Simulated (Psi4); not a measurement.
**B2PLYP/cc-pVDZ (density fitting, density fitting for correlation, sweep point 1) run of AlH (SMILES [AlH])**

Aim: the vertical ionisation energy of AlH at B2PLYP/cc-pVDZ (density fitting, density fitting for correlation, sweep point 1), from 2 runs. 

Program for the calculation: Psi4 1.11.

### 1 The structure to begin with

AlH has 2 atoms, charge 0, and is taken as a singlet. As SMILES, `[AlH]`. The shape comes from GFN2-xTB, which is rough for such elements, and wasn't checked as a minimum.

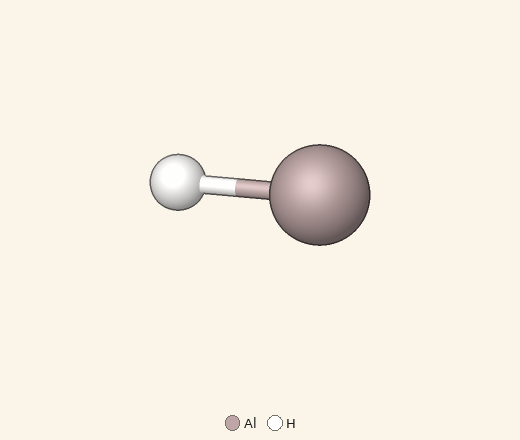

The structure, seen from a chosen angle (aluminium light grey, hydrogen white).

### 2 The energy at B2PLYP/cc-pVDZ (density fitting, density fitting for correlation, sweep point 1)

input.dat

```
memory 1600 mb

molecule {
  Al     0.000000     0.000000     0.000000
  H      0.000000     0.000000     1.613470
  units angstrom
  symmetry c1
}

set {
  basis                cc-pVDZ
  puream               true
  scf_type             df
  dft_radial_points    99
  dft_spherical_points 590
  num_frozen_docc      0
}

e_tot, wfn = energy('b2plyp', return_wfn=True)
print_variables()
```

Run with:

```
psi4 input.dat output.dat -n 1
```

output.dat (excerpt; [...] marks lines left out):

```text
[...]
  Running in c1 symmetry.
[...]
  Nuclear repulsion =    4.263670064339592
[...]
  Multiplicity = 1
[...]
  Nalpha       = 7
  Nbeta        = 7
[...]
    Number of basis functions: 23
[...]
   @DF-RKS iter   1:  -242.82752378441006   -4.28874e-01   3.59407e-03 DIIS/ADIIS
[...]
   @DF-RKS iter   6:  -242.83395374853973   -1.56831e-09   1.23189e-07 DIIS
[...]
    Orbital Energies [Eh]
    ---------------------
    Doubly Occupied:
       1A    -57.078542     2A     -4.457456     3A     -2.910076
       4A     -2.910076     5A     -2.904824     6A     -0.424694
       7A     -0.238740
[...]
  @DF-RKS Final Energy:  -242.83395374853973
   => Energetics <=
    Nuclear Repulsion Energy =              4.2636700643395917
    One-Electron Energy =                -345.8689522719984097
    Two-Electron Energy =                 107.8219244902134477
    DFT Exchange-Correlation Energy =      -9.0505960310943383
    Empirical Dispersion Energy =           0.0000000000000000
    VV10 Nonlocal Energy =                  0.0000000000000000
    Total Energy =                       -242.8339537485396988
[...]
 Multipole Moments:
 ------------------------------------------------------------------------------------
     Multipole            Electronic (a.u.)      Nuclear  (a.u.)        Total (a.u.)
 ------------------------------------------------------------------------------------
 L = 1.  Multiply by 2.5417464519 to convert [e a0] to [Debye]
 Dipole X            :          0.0000000            0.0000000            0.0000000
 Dipole Y            :          0.0000000            0.0000000            0.0000000
 Dipole Z            :         -1.4220349            1.5119950            0.0899601
 Magnitude           :                                                    0.0899601
[...]
```

Run time: 3.3 s. Hardware: 1 thread of AMD EPYC 7R43 (Zen 3), shared host; peak memory 0.29 GiB.

### 3 The doublet cation at the same level

alh.in

```
memory 1600 mb

molecule {
  1 2
  Al     0.000000     0.000000     0.000000
  H      0.000000     0.000000     1.613470
  symmetry c1
}

set {
  basis                cc-pVDZ
  reference            uks
  puream               true
  scf_type             df
  dft_radial_points    99
  dft_spherical_points 590
  num_frozen_docc      0
  maxiter              150
}

e, wfn = energy("b2plyp", return_wfn=True)
print_variables()
```

Run with:

```
psi4 alh.in alh.out -n 1
```

alh.out (excerpt; [...] marks lines left out):

```text
[...]
  Running in c1 symmetry.
[...]
  Nuclear repulsion =    4.263670064339592
[...]
  Multiplicity = 2
[...]
  Nalpha       = 7
  Nbeta        = 6
[...]
    Number of basis functions: 23
[...]
   @DF-UKS iter   1:  -242.52530475877680   -1.26655e-01   4.55394e-03 ADIIS/DIIS
[...]
   @DF-UKS iter   8:  -242.54623328837653   -2.76401e-09   1.54056e-07 DIIS
[...]
   @S^2 Observed:                7.656911512E-01
[...]
    Orbital Energies [Eh]
    ---------------------
    Alpha Occupied:
       1A    -57.415807     2A     -4.788247     3A     -3.239478
       4A     -3.239478     5A     -3.238292     6A     -0.727728
       7A     -0.554498
    Alpha Virtual:
       8A     -0.271290     9A     -0.271290    10A     -0.130670
      11A     -0.016394    12A      0.026104    13A      0.044271
      14A      0.044271    15A      0.061089    16A      0.061089
      17A      0.076106    18A      0.076106    19A      0.216764
      20A      0.509061    21A      1.232835    22A      1.232835
      23A      1.595094
[...]
  @DF-UKS Final Energy:  -242.54623328837653
   => Energetics <=
    Nuclear Repulsion Energy =              4.2636700643395917
    One-Electron Energy =                -341.4607018607661075
    Two-Electron Energy =                 103.5830189003978461
    DFT Exchange-Correlation Energy =      -8.9322203923478334
    Empirical Dispersion Energy =           0.0000000000000000
    VV10 Nonlocal Energy =                  0.0000000000000000
    Total Energy =                       -242.5462332883764986
[...]
 Multipole Moments:
 ------------------------------------------------------------------------------------
     Multipole            Electronic (a.u.)      Nuclear  (a.u.)        Total (a.u.)
 ------------------------------------------------------------------------------------
 L = 1.  Multiply by 2.5417464519 to convert [e a0] to [Debye]
 Dipole X            :          0.0000000            0.0000000            0.0000000
 Dipole Y            :          0.0000000            0.0000000            0.0000000
 Dipole Z            :         -1.6668937            1.5119950           -0.1548987
 Magnitude           :                                                    0.1548987
[...]
```

Run time: 4.2 s. Hardware: 1 thread of AMD EPYC 7R43 (Zen 3), shared host; peak memory 0.29 GiB.

### 4 Outcome

At B2PLYP/cc-pVDZ (density fitting, density fitting for correlation, sweep point 1):

| quantity | value |
| --- | --- |
| singlet AlH: total energy | -242.85352 Eh |
| singlet AlH: HOMO energy (SCF part's orbitals) | -6.50 eV |
| singlet AlH: LUMO energy (SCF part's orbitals) | -0.72 eV |
| singlet AlH: HOMO–LUMO gap (SCF part's orbitals) | 5.78 eV |
| doublet cation: total energy | -242.55765 Eh |
| doublet cation: HOMO energy (SCF part's orbitals) (highest over α and β) | -15.09 eV |
| doublet cation: LUMO energy (SCF part's orbitals) (lowest over α and β) | -9.17 eV |
| doublet cation: ⟨S²⟩ | 0.766 |
| vertical ionisation energy (to the doublet cation) | 8.051 eV |

In words: The vertical ionisation energy comes to 8.05 eV (186 kcal/mol). −ε(HOMO) before ionisation, 6.50 eV, is 1.55 eV below this ionisation energy.
